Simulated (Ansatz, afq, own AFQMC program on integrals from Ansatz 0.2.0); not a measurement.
# AlBH₂ (singlet): AFQMC on the coupled-cluster ladder, cc-pVTZ, part 2 of 2

Ansatz 0.2.0, Gaussian basis, and an in-house AFQMC program (afq) on its integrals; all values are calculated; cc-pVTZ, frozen cores. Earlier steps stand in the parts before.

## Step 12: Phaseless AFQMC, CISD trial on RHF

It reads the integrals that the CCSD(T) run on this determinant wrote.

Launch:

```
> afq ham --method phaseless --trial cisd --walkers 2000 --populations 20 --least-time 60 --time-step 0.005 --steps-per-block 50 --equilibration-blocks 28 --max-blocks 4000 --target-error 0.00017 --factor-cut 1e-05 --seed 4152 --release-times 0.24,0.51,0.99,1.62,2.4 --release-step 0.03 --release-every 3 --taylor-order 6
```

Log:

```text
orbitals 86  electrons 4 4  factors 544 of 550
reference energy -267.60545160 Eh
CCSD correlation -0.18422060 Eh in 16 cycles, weight of the determinant in the CISD state 0.8528
energy of the start -267.789675 Eh
 block  time / (1/Eh)  mean weight  energy / Eh
     1     0.250  1.0000  -267.787293
     2     0.500  1.0000  -267.787622
     3     0.750  1.0000  -267.788717
     4     1.000  0.9996  -267.789773
     5     1.250  0.9998  -267.790513
     6     1.500  0.9999  -267.791706
     7     1.750  1.0000  -267.792393
     8     2.000  0.9999  -267.793035
     9     2.250  1.0002  -267.793221
    10     2.500  0.9998  -267.793657
    11     2.750  0.9999  -267.793860
    12     3.000  1.0001  -267.794398
    13     3.250  1.0002  -267.794522
    14     3.500  0.9997  -267.794683
    15     3.750  0.9998  -267.794987
    16     4.000  0.9995  -267.794702
    17     4.250  0.9998  -267.795273
    18     4.500  0.9998  -267.794955
    19     4.750  0.9999  -267.794904
    20     5.000  0.9998  -267.795115
    21     5.250  0.9999  -267.794809
    22     5.500  0.9995  -267.795330
    23     5.750  0.9993  -267.796028
    24     6.000  1.0004  -267.795577
    25     6.250  1.0004  -267.795812
    26     6.500  0.9999  -267.795839
    27     6.750  1.0002  -267.795879
    28     7.000  0.9996  -267.796514
    29     7.250  1.0003  -267.796327
    30     7.500  1.0000  -267.795299
    31     7.750  0.9999  -267.795488
    32     8.000  0.9998  -267.795531
    33     8.250  0.9999  -267.795392
    34     8.500  1.0002  -267.795743
    35     8.750  1.0005  -267.795946
    36     9.000  1.0001  -267.795692
    37     9.250  1.0000  -267.795931
    38     9.500  0.9997  -267.796761
    39     9.750  0.9997  -267.796093
    40    10.000  1.0002  -267.795661
    41    10.250  0.9999  -267.795924
    42    10.500  0.9999  -267.796261
    43    10.750  1.0003  -267.796655
    44    11.000  1.0002  -267.796118
    45    11.250  0.9994  -267.795265
    46    11.500  0.9998  -267.795878
    47    11.750  1.0003  -267.795687
    48    12.000  0.9992  -267.796048
    49    12.250  0.9997  -267.795589
    50    12.500  0.9998  -267.796626
    51    12.750  0.9998  -267.796464
    52    13.000  0.9998  -267.796057
    53    13.250  0.9997  -267.795442
    54    13.500  0.9999  -267.795451
    55    13.750  0.9998  -267.795947
    56    14.000  1.0001  -267.795927
    57    14.250  0.9996  -267.795920
    58    14.500  1.0000  -267.795958
    59    14.750  1.0003  -267.796459
    60    15.000  1.0001  -267.796898
    61    15.250  1.0003  -267.796282
    62    15.500  0.9997  -267.796078
    63    15.750  1.0001  -267.796373
    64    16.000  0.9997  -267.795910
    65    16.250  0.9999  -267.796005
    66    16.500  1.0001  -267.795572
    67    16.750  1.0005  -267.796188
    68    17.000  0.9998  -267.796025
    69    17.250  1.0003  -267.795937
    70    17.500  0.9999  -267.795699
    71    17.750  0.9998  -267.796640
    72    18.000  1.0001  -267.796437
    73    18.250  0.9996  -267.796703
    74    18.500  1.0000  -267.795479
    75    18.750  1.0001  -267.796079
    76    19.000  0.9997  -267.795763
    77    19.250  1.0001  -267.795993
    78    19.500  1.0001  -267.796401
error from the spread of 20 populations
released: time / (1/Eh)  energy / Eh  error  mean overlap
  0.24  -267.795870  0.000214  0.9966
  0.51  -267.795964  0.000229  0.9939
  0.99  -267.796582  0.000370  0.9889
  1.62  -267.796506  0.000168  0.9866
  2.40  -267.796188  0.000244  0.9792
energy -267.796000 +/- 0.000158 Eh
```

Run time: 68 s. Hardware: 1 × NVIDIA H100 80GB HBM3 with 2 threads of AMD EPYC 7R13 (Zen 3), shared host; peak host memory 1.6 GiB.

Energy -7287.1004 ± 0.0043 eV. Caveats: constraint bias not in the error.

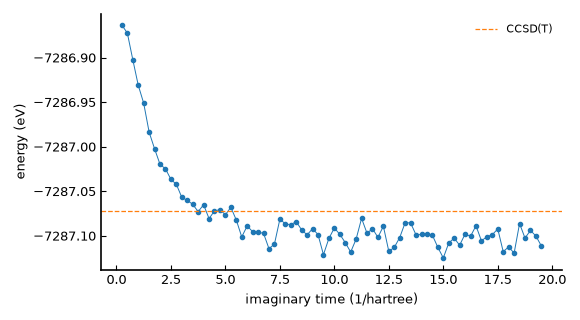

Block energies along the walk.

## Step 13: Phaseless AFQMC, single-determinant trial on RHF

It reads the integrals that the CCSD(T) run on this determinant wrote.

Launch:

```
> afq ham --method phaseless --trial hf --walkers 2000 --populations 20 --least-time 40 --time-step 0.005 --steps-per-block 20 --equilibration-blocks 112 --max-blocks 4000 --target-error 0.0008500000000000001 --factor-cut 1e-05 --seed 2298 --taylor-order 6
```

Log:

```text
orbitals 86  electrons 4 4  factors 544 of 550
reference energy -267.60545160 Eh
CCSD correlation -0.18422060 Eh in 16 cycles, weight of the determinant in the CISD state 0.8528
energy of the start -267.605452 Eh
 block  time / (1/Eh)  mean weight  energy / Eh
     1     0.100  1.0004  -267.636232
     2     0.200  1.0011  -267.659153
     3     0.300  1.0008  -267.675985
     4     0.400  1.0006  -267.691190
     5     0.500  1.0005  -267.703823
     6     0.600  1.0008  -267.714697
     7     0.700  1.0005  -267.723217
     8     0.800  1.0009  -267.729487
     9     0.900  1.0004  -267.735498
    10     1.000  1.0002  -267.740568
    13     1.300  0.9998  -267.753798
    25     2.500  0.9997  -267.779242
    37     3.700  1.0001  -267.788187
    49     4.900  0.9999  -267.790048
    61     6.100  1.0000  -267.794951
    73     7.300  1.0001  -267.795312
    85     8.500  0.9998  -267.792318
    97     9.700  0.9992  -267.791366
   109    10.900  0.9997  -267.790709
   121    12.100  1.0001  -267.791980
   133    13.300  1.0002  -267.797041
   145    14.500  1.0000  -267.792344
   157    15.700  1.0000  -267.796457
   169    16.900  0.9997  -267.794470
   181    18.100  0.9996  -267.801004
   193    19.300  0.9999  -267.795293
   205    20.500  0.9997  -267.805173
   217    21.700  0.9994  -267.791849
   229    22.900  1.0001  -267.803551
   241    24.100  1.0005  -267.791508
   253    25.300  0.9995  -267.794056
   265    26.500  1.0004  -267.805133
   277    27.700  1.0002  -267.790200
   289    28.900  1.0004  -267.796275
   301    30.100  1.0000  -267.799433
   313    31.300  1.0002  -267.796980
   325    32.500  1.0003  -267.790201
   337    33.700  0.9998  -267.797156
   349    34.900  0.9998  -267.797450
   361    36.100  0.9998  -267.801722
   373    37.300  0.9998  -267.799517
   385    38.500  0.9998  -267.794254
   397    39.700  0.9995  -267.795478
   409    40.900  0.9996  -267.798754
   421    42.100  0.9994  -267.797732
   433    43.300  0.9999  -267.796996
   445    44.500  1.0003  -267.808812
   457    45.700  1.0003  -267.799152
   469    46.900  1.0000  -267.789337
   481    48.100  1.0003  -267.788847
error from the spread of 20 populations
energy -267.796608 +/- 0.000842 Eh
```

Wall time 51 s (1 × NVIDIA H100 80GB HBM3 with 2 threads of AMD EPYC 7R13 (Zen 3), shared host); peak host memory 1.6 GiB.

Energy -7287.1169 ± 0.0229 eV. Caveats: constraint bias not in the error.

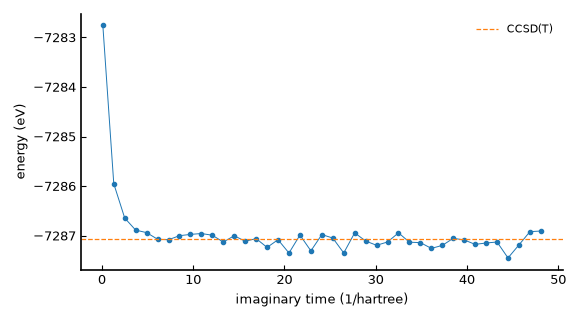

Block energies along the walk.

## Step 14: Free-projection AFQMC, CISD trial on RHF

It reads the integrals that the CCSD(T) run on this determinant wrote.

Launch:

```
> afq ham --method free --trial cisd --walkers 2000 --time-step 0.03 --max-blocks 4000 --target-error 0.00034 --factor-cut 1e-05 --seed 7306 --times 0,0.3,0.6,1.2,1.8,2.4,3.6,4.8,6 --taylor-order 8
```

Log:

```text
orbitals 86  electrons 4 4  factors 544 of 550
reference energy -267.60545160 Eh
CCSD correlation -0.18422060 Eh in 16 cycles, weight of the determinant in the CISD state 0.8528
repeat  energy at the last time / Eh  error
    10  -267.796191  0.000422
    20  -267.796186  0.000237
    30  -267.796239  0.000233
time / (1/Eh)  energy / Eh  error  mean overlap
  0.00  -267.789748  0.000046  1.1728
  0.30  -267.792703  0.000051  1.1701
  0.60  -267.794083  0.000055  1.1695
  1.20  -267.795333  0.000070  1.1701
  1.80  -267.795935  0.000064  1.1623
  2.40  -267.796064  0.000095  1.1634
  3.60  -267.796347  0.000118  1.1600
  4.80  -267.796572  0.000185  1.1387
  6.00  -267.796275  0.000229  1.1343
energy -267.796275 +/- 0.000229 Eh
```

Run time: 50 s. Hardware: 1 × NVIDIA H100 80GB HBM3 with 2 threads of AMD EPYC 7R13 (Zen 3), shared host; peak host memory 1.6 GiB.

Energy -7287.1079 ± 0.0062 eV. Caveats: remainder of the start not in the error.

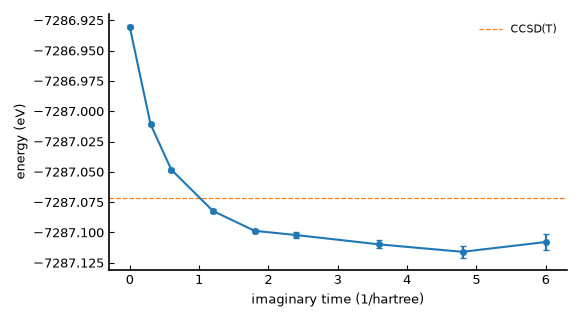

Energy against projection time, with error bars.

## Step 15: UHF

Input file in.yaml:

```yaml
crystal:
  periodic: [false, false, false]
  atoms:
    - {symbol: B, position_ang: [0.000000, 0.000000, 1.731547]}
    - {symbol: Al, position_ang: [0.000000, 0.000000, -0.588094]}
    - {symbol: H, position_ang: [0.000000, -1.367107, -1.414802]}
    - {symbol: H, position_ang: [0.000000, 1.367107, -1.414802]}
basis:
  gaussian: {orbitals: cc-pVTZ}
magnetization: {spin_polarized: true, initial_magnetization: 0}
hamiltonian: {xc: hf}
output: {orbitals: {seedname: orbitals}}
```

Launch:

```
> ansatz run in.yaml --threads 1 --pin off --events-out ev --progress --plain --max-ram 16896MiB --backend cuda --devices 0, --max-vram 18GiB
```

Log:

```text
Functional definition: HF
  name "HF"
  cite "Fock, Z. Phys. 61, 126 (1930) doi:10.1007/BF01340294"
  parent pbe
  exchange = exact_x
  correlation = 0
715 factors; their error is unknown
mean field evaluation 1: about -7280.6742 eV, gradient 7.9e0 eV
mean field evaluation 2: about -7281.6567 eV, gradient 2.9e0 eV
mean field evaluation 4: about -7281.8212 eV, gradient 2.2e-1 eV
mean field evaluation 8: about -7281.9151 eV, gradient 1.8e-4 eV
mean field evaluation 16: about -7282.0435 eV, gradient 9.2e-1 eV
mean field evaluation 32: about -7282.3284 eV, gradient 1.1e0 eV
mean field evaluation 64: about -7282.3207 eV, gradient 1.8e-1 eV
mean field evaluation 96: about -7279.1852 eV, gradient 1.1e1 eV
mean field evaluation 128: about -7282.4657 eV, gradient 5.9e-1 eV
mean field evaluation 160: about -7264.7212 eV, gradient 1.0e1 eV
mean field -7282.47786730 eV, -267.6261253824 hartree, gradient 4.7e-6 eV, S^2 0.871413; 9 other end points of the search recorded, 0 dependent functions left out
reference -7282.47786730 eV, -267.6261253824 hartree; 10, 10 occupied and 82, 82 virtual orbitals, 715 factors
Total energy: -7282.47786730 eV, -267.6261253824 hartree
```

Wall time 8 s (1 × NVIDIA H100 80GB HBM3 with 1 thread of AMD EPYC 7R13 (Zen 3), shared host); peak host memory 1.6 GiB.

From the report: ⟨S²⟩ of the determinant 0.871 (pure singlet: 0.00). The determinant is far from a pure spin state, so its energy mixes those of several spin states (harmless only where they are near-degenerate, as at dissociation).

## Step 16: CCSD(T) on UHF

in.yaml, as its differences from that of step 15:

```diff
@@ -10,3 +10,2 @@
 magnetization: {spin_polarized: true, initial_magnetization: 0}
-hamiltonian: {xc: hf}
-output: {orbitals: {seedname: orbitals}}
+correlation: {method: ccsd_t, electrons: outside_noble_gas, hamiltonian_folder: ham}
```

Launched as before.

Log (excerpt; [...] marks lines left out):

```text
Functional definition: HF
  name "HF"
  cite "Fock, Z. Phys. 61, 126 (1930) doi:10.1007/BF01340294"
  parent pbe
[...]
550 factors; integrals over basis functions are off by at most 1.2e-3 eV
[...]
mean field -7282.47803169 eV, -267.6261314236 hartree, gradient 2.7e-6 eV, S^2 0.871414; 23 other end points of the search recorded, 0 dependent functions left out
determinant -7282.47803169 eV, -267.6261314236 hartree, with singles and doubles -7287.03646609 eV, -267.7936507980 hartree
determinant -7282.08145298 eV, -267.6115574248 hartree, with singles and doubles -7286.67125011 eV, -267.7802293582 hartree
determinant -7281.71414806 eV, -267.5980592179 hartree, with singles and doubles -7286.26304948 eV, -267.7652282620 hartree
determinant -7280.31958889 eV, -267.5468101139 hartree, with singles and doubles -7285.01857553 eV, -267.7194946879 hartree
[...]
determinant -7282.08145298 eV, -267.6115574248 hartree, with singles and doubles -7286.56677706 eV, -267.7763900445 hartree
determinant -7281.91530507 eV, -267.6054516018 hartree, with singles and doubles -7287.09099572 eV, -267.7956547249 hartree
determinant -7279.49324880 eV, -267.5164426757 hartree, with singles and doubles -7284.95814047 eV, -267.7172737403 hartree
6 core orbitals not correlated: weight in the atoms' cores, before any rotation towards them, 1.000 or more for the frozen orbitals, at most 0.000 for the correlated occupied ones
reference -7282.47803169 eV, -267.6261314236 hartree; 4, 4 occupied and 82, 82 virtual orbitals, 550 factors
second order -3.36241708 eV of doubles, -0.00000000 eV of singles
cycle   1  -4.46384470 eV  change   -5.0e-7 eV  update   5.2e-6
[...]
cycle   4  -4.46384912 eV  change   -1.4e-6 eV  update   2.1e-6
perturbative correction -0.12914889 eV, -0.0047461343 hartree
Total energy: -7287.07102970 eV, -267.7949209874 hartree
```

Run time: 31 s. Hardware: 1 × NVIDIA H100 80GB HBM3 with 1 thread of AMD EPYC 7R13 (Zen 3), shared host; peak host memory 1.6 GiB.

From the report: ⟨S²⟩ of the determinant 0.871 (pure singlet: 0.00); correlation -4.5930 eV; T1 0.084; largest double amplitude 0.07. The determinant is far from a pure spin state, so its energy mixes those of several spin states (harmless only where they are near-degenerate, as at dissociation).

This run also writes the integrals to the folder ham.

## Step 17: CCSDT(Q) on UHF

in.yaml, as its differences from that of step 16:

```diff
@@ -10,2 +10,2 @@
 magnetization: {spin_polarized: true, initial_magnetization: 0}
-correlation: {method: ccsd_t, electrons: outside_noble_gas, hamiltonian_folder: ham}
+correlation: {method: ccsdt_q, electrons: outside_noble_gas}
```

Same command.

Log (excerpt; [...] marks lines left out):

```text
Functional definition: HF
  name "HF"
  cite "Fock, Z. Phys. 61, 126 (1930) doi:10.1007/BF01340294"
  parent pbe
[...]
1115 factors; integrals over basis functions are off by at most 2.2e-7 eV
[...]
mean field -7282.47803650 eV, -267.6261316006 hartree, gradient 3.3e-6 eV, S^2 0.871415; 23 other end points of the search recorded, 0 dependent functions left out
determinant -7282.47803650 eV, -267.6261316006 hartree, with singles and doubles -7287.03648383 eV, -267.7936514501 hartree
determinant -7282.08145769 eV, -267.6115575979 hartree, with singles and doubles -7286.67126732 eV, -267.7802299907 hartree
determinant -7281.71415288 eV, -267.5980593954 hartree, with singles and doubles -7286.26306735 eV, -267.7652289184 hartree
determinant -7280.31959461 eV, -267.5468103239 hartree, with singles and doubles -7285.01855529 eV, -267.7194939439 hartree
[...]
determinant -7282.08145769 eV, -267.6115575979 hartree, with singles and doubles -7286.56677498 eV, -267.7763899680 hartree
determinant -7281.91530844 eV, -267.6054517258 hartree, with singles and doubles -7287.09101598 eV, -267.7956554695 hartree
determinant -7279.49325184 eV, -267.5164427872 hartree, with singles and doubles -7284.95816667 eV, -267.7172747032 hartree
6 core orbitals not correlated: weight in the atoms' cores, before any rotation towards them, 1.000 or more for the frozen orbitals, at most 0.000 for the correlated occupied ones
reference -7282.47803650 eV, -267.6261316006 hartree; 4, 4 occupied and 82, 82 virtual orbitals, 1115 factors
second order -3.36243427 eV of doubles, -0.00000000 eV of singles
cycle   1  -4.01848220 eV  change   -6.6e-1 eV  update   8.2e-2
[...]
cycle  46  -4.62704513 eV  change   -3.8e-7 eV  update   1.7e-7
perturbative correction -0.00684739 eV, -0.0002516369 hartree
Total energy: -7287.11192902 eV, -267.7964240097 hartree
```

It took 62 s on 1 × NVIDIA H100 80GB HBM3 with 1 thread of AMD EPYC 7R13 (Zen 3), shared host; peak host memory 1.6 GiB.

From the report: ⟨S²⟩ of the determinant 0.871 (pure singlet: 0.00); correlation -4.6339 eV; T1 0.104; largest double amplitude 0.09. The determinant is far from a pure spin state, so its energy mixes those of several spin states (harmless only where they are near-degenerate, as at dissociation).

## Step 18: Phaseless AFQMC, CISD trial on UHF

It reads the integrals that the CCSD(T) run on this determinant wrote.

Launch:

```
> afq ham --method phaseless --trial cisd --walkers 2000 --populations 20 --least-time 60 --time-step 0.005 --steps-per-block 50 --equilibration-blocks 28 --max-blocks 4000 --target-error 0.00017 --factor-cut 1e-05 --start spin_pure --seed 4152 --release-times 0.24,0.51,0.99,1.62,2.4 --release-step 0.03 --release-every 3 --taylor-order 6
```

Log:

```text
orbitals 86  electrons 4 4  factors 544 of 550
reference energy -267.62613142 Eh
CCSD correlation -0.16404366 Eh in 20 cycles, weight of the determinant in the CISD state 0.7815
energy of the start -267.757665 Eh
 block  time / (1/Eh)  mean weight  energy / Eh
     1     0.250  1.0000  -267.769225
     2     0.500  0.9998  -267.776246
     3     0.750  1.0002  -267.781389
     4     1.000  0.9999  -267.784674
     5     1.250  1.0000  -267.787729
     6     1.500  0.9999  -267.789306
     7     1.750  1.0000  -267.790450
     8     2.000  0.9999  -267.791650
     9     2.250  1.0000  -267.791934
    10     2.500  1.0000  -267.793158
    13     3.250  1.0002  -267.794213
    17     4.250  0.9997  -267.796647
    21     5.250  1.0001  -267.796145
    25     6.250  1.0002  -267.795959
    29     7.250  1.0003  -267.796578
    33     8.250  1.0004  -267.795620
    37     9.250  1.0002  -267.794230
    41    10.250  0.9997  -267.795466
    45    11.250  0.9996  -267.796312
    49    12.250  0.9997  -267.795451
    53    13.250  1.0000  -267.795573
    57    14.250  0.9998  -267.795476
    61    15.250  1.0002  -267.796061
    65    16.250  0.9998  -267.796434
    69    17.250  1.0002  -267.786187
    73    18.250  0.9999  -267.795353
    77    19.250  1.0002  -267.795685
    81    20.250  1.0006  -267.795436
    85    21.250  0.9997  -267.795416
    89    22.250  1.0001  -267.794790
    93    23.250  1.0003  -267.794301
    97    24.250  0.9990  -267.795331
   101    25.250  1.0000  -267.795333
   105    26.250  0.9999  -267.796902
   109    27.250  0.9998  -267.797908
   113    28.250  1.0000  -267.795255
   117    29.250  0.9998  -267.795109
   121    30.250  0.9999  -267.796259
   125    31.250  0.9998  -267.796029
   129    32.250  1.0004  -267.794701
   133    33.250  0.9998  -267.795128
   137    34.250  1.0002  -267.796400
   141    35.250  1.0002  -267.795116
   145    36.250  1.0006  -267.795080
   149    37.250  0.9999  -267.796711
   153    38.250  1.0008  -267.795671
   157    39.250  0.9998  -267.795432
   161    40.250  1.0002  -267.795987
error from the spread of 20 populations
released: time / (1/Eh)  energy / Eh  error  mean overlap
  0.24  -267.795882  0.000180  0.9968
  0.51  -267.796136  0.000150  0.9946
  0.99  -267.796438  0.000173  0.9894
  1.62  -267.796290  0.000140  0.9867
  2.40  -267.796562  0.000289  0.9861
energy -267.795470 +/- 0.000180 Eh
```

Wall time 4 min (1 × NVIDIA H100 80GB HBM3 with 2 threads of AMD EPYC 7R13 (Zen 3), shared host); peak host memory 1.9 GiB.

Energy -7287.0860 ± 0.0049 eV. Caveats: constraint bias not in the error.

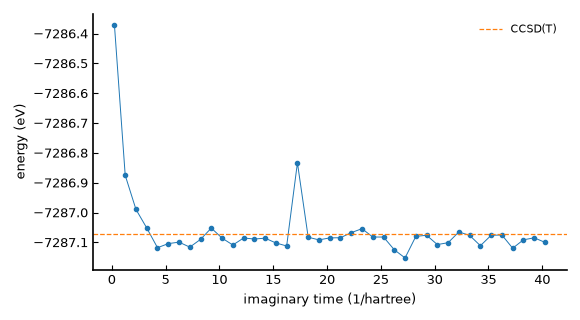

Block energies along the walk.

## Step 19: Free-projection AFQMC, CISD trial on UHF

It reads the integrals that the CCSD(T) run on this determinant wrote.

Launch:

```
> afq ham --method free --trial cisd --walkers 2000 --time-step 0.03 --max-blocks 4000 --target-error 0.00034 --factor-cut 1e-05 --seed 7306 --times 0,0.3,0.6,1.2,1.8,2.4,3.6,4.8,6 --taylor-order 8
```

Log:

```text
orbitals 86  electrons 4 4  factors 544 of 550
reference energy -267.62613142 Eh
CCSD correlation -0.16404366 Eh in 20 cycles, weight of the determinant in the CISD state 0.7815
repeat  energy at the last time / Eh  error
    10  -267.796561  0.000610
    20  -267.796727  0.000440
    30  -267.797264  0.000387
    40  -267.797064  0.000318
time / (1/Eh)  energy / Eh  error  mean overlap
  0.00  -267.790160  0.000031  1.2794
  0.30  -267.792828  0.000040  1.2760
  0.60  -267.794092  0.000047  1.2754
  1.20  -267.795235  0.000060  1.2769
  1.80  -267.795785  0.000073  1.2712
  2.40  -267.795971  0.000095  1.2718
  3.60  -267.796308  0.000121  1.2669
  4.80  -267.796493  0.000189  1.2616
  6.00  -267.797027  0.000311  1.2349
energy -267.797027 +/- 0.000311 Eh
```

It took 1.8 min on 1 × NVIDIA H100 80GB HBM3 with 2 threads of AMD EPYC 7R13 (Zen 3), shared host; peak host memory 1.9 GiB.

Energy -7287.1283 ± 0.0085 eV. Caveats: remainder of the start not in the error; start is not spin pure.

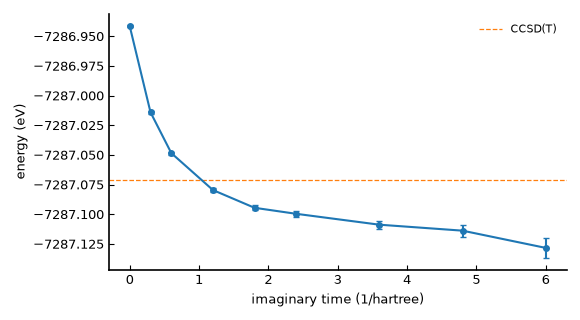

Energy against projection time, with error bars.

## Step 20: All levels side by side

On the RHF determinant, counted from CCSDT(Q) (a yardstick, not exact):

```tsv
level	energy (eV)	from CCSDT(Q) (kJ/mol)	statistical error (kJ/mol)	time
HF	-7281.9153	+501.6		
MP2	-7285.7831	+128.4		
CCSD	-7286.9282	+17.9		
CCSD(T)	-7287.0716	+4.1		
CCSDT(Q)	-7287.1137	0.0		
Phaseless AFQMC, CISD trial, step 0.005, 2000 walkers	-7287.1004	+1.3	0.4	68 s
Phaseless AFQMC, single-determinant trial, step 0.005, 2000 walkers	-7287.1169	-0.3	2.2	51 s
Free-projection AFQMC, CISD trial, step 0.03, 2000 walkers	-7287.1079	+0.6	0.6	50 s
```

On the UHF determinant, counted from CCSDT(Q) (a yardstick, not exact):

```tsv
level	energy (eV)	from CCSDT(Q) (kJ/mol)	statistical error (kJ/mol)	time
HF	-7282.4780	+447.1		
MP2	-7285.8404	+122.7		
CCSD	-7286.9419	+16.4		
CCSD(T)	-7287.0710	+3.9		
CCSDT(Q)	-7287.1119	0.0		
Phaseless AFQMC, CISD trial, step 0.005, 2000 walkers	-7287.0860	+2.5	0.5	4 min
Free-projection AFQMC, CISD trial, step 0.03, 2000 walkers	-7287.1283	-1.6	0.8	1.8 min
```

The functionals' totals stand on their own zeros and serve differences with other points: PBE -7295.753 eV; r2SCAN -7299.595 eV; PBE0 -7296.640 eV; B3LYP -7301.709 eV; wB97M-V -7299.785 eV; B2PLYP -7296.865 eV.

## Step 21: Results

The summary covers parts 1 to 2.

| quantity | value |
| --- | --- |
| CCSD(T) on RHF from CCSDT(Q) | +4.1 kJ/mol |
| Phaseless AFQMC, CISD trial on RHF from CCSDT(Q) | +1.3 ± 0.4 kJ/mol |
| Phaseless AFQMC, single-determinant trial on RHF from CCSDT(Q) | -0.3 ± 2.2 kJ/mol |
| Free-projection AFQMC, CISD trial on RHF from CCSDT(Q) | +0.6 ± 0.6 kJ/mol |
| CCSD(T) on UHF from CCSDT(Q) | +3.9 kJ/mol |
| Phaseless AFQMC, CISD trial on UHF from CCSDT(Q) | +2.5 ± 0.5 kJ/mol |
| Free-projection AFQMC, CISD trial on UHF from CCSDT(Q) | -1.6 ± 0.8 kJ/mol |

What this shows: On RHF the phaseless walk with the CISD trial lies +1.3 kJ/mol from CCSDT(Q), 3 times its error bar. Free projection has no constraint; at the last time it gives +0.6 ± 0.6 kJ/mol. On UHF the phaseless walk with the CISD trial lies +2.5 kJ/mol from CCSDT(Q), 5 times its error bar. Free projection has no constraint; at the last time it gives -1.6 ± 0.8 kJ/mol, and from a start that isn't spin pure other spins can mix in. Error bars are statistical and leave out the constraint, the time step and what remains of the start.
